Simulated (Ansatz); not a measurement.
System Be2Ga2C3 (space group R-3m, No. 166); source of the atomic positions: the geometry relaxed with DFT PBE, scalar-relativistic, plane waves, PAW (Ansatz 0.2.0); the starting structure was generated, so it need not be a known form of this composition.

```xyz
21
Lattice="5.3067 0.0000 0.0000 -2.6534 4.5958 0.0000 0.0000 0.0000 9.9065" Properties=species:S:1:pos:R:3 pbc="T T T"
Be    0.0000    3.0638    9.0116
Be    0.0000    3.0638    4.1970
Ga    0.0000    0.0000    0.0000
Ga    0.0000    3.0638    1.6511
C     0.0000    1.5319    8.2554
C     1.3267    0.7660    1.6511
C     3.9800    0.7660    1.6511
Be    0.0000    0.0000    2.4073
Be    0.0000    0.0000    7.4991
Ga    2.6534    1.5319    3.3022
Ga    0.0000    0.0000    4.9532
C     2.6534    3.0638    1.6511
C    -1.3267    2.2979    4.9532
C     1.3267    2.2979    4.9532
Be    2.6534    1.5319    5.7095
Be    2.6534    1.5319    0.8948
Ga    0.0000    3.0638    6.6043
Ga    2.6534    1.5319    8.2554
C     2.6534    0.0000    4.9532
C     1.3267    3.8298    8.2554
C    -1.3267    3.8298    8.2554
```

Bonds are taken as Be–C below 1.9 Å, Be–Ga below 2.9 Å and C–Ga below 2.5 Å. Simplification: prune 0- and 1-connected atoms, fold 2-connected ones into links.

What net does this leave?

The result is a trinodal (4,5,8)-connected, three-periodic net: C is a 4-connected node; Be is a 5-connected node; Ga(3a) is an 8-connected node, in the ratio 3:2:1. Ga(3b) becomes part of the edges. It is a single net, without interpenetration.

```json
{"node": "C", "links": "4", "point symbol": "3²·7³·8", "coordination sequence": "4 14 30 76 88"}
{"node": "Be", "links": "5", "point symbol": "3³·4³·7³·8", "coordination sequence": "5 14 38 68 125"}
{"node": "Ga(3a)", "links": "8", "point symbol": "3⁶·4⁶·7⁶·8⁶·9⁴", "coordination sequence": "8 14 50 62 128"}
```

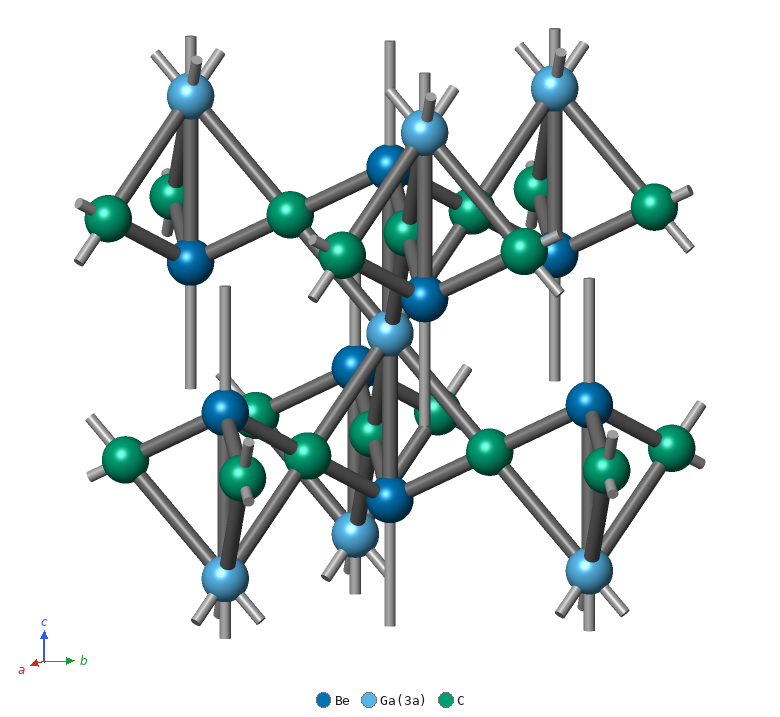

Nodes are coloured by topological kind. Edges to nodes outside the piece are drawn as stubs.
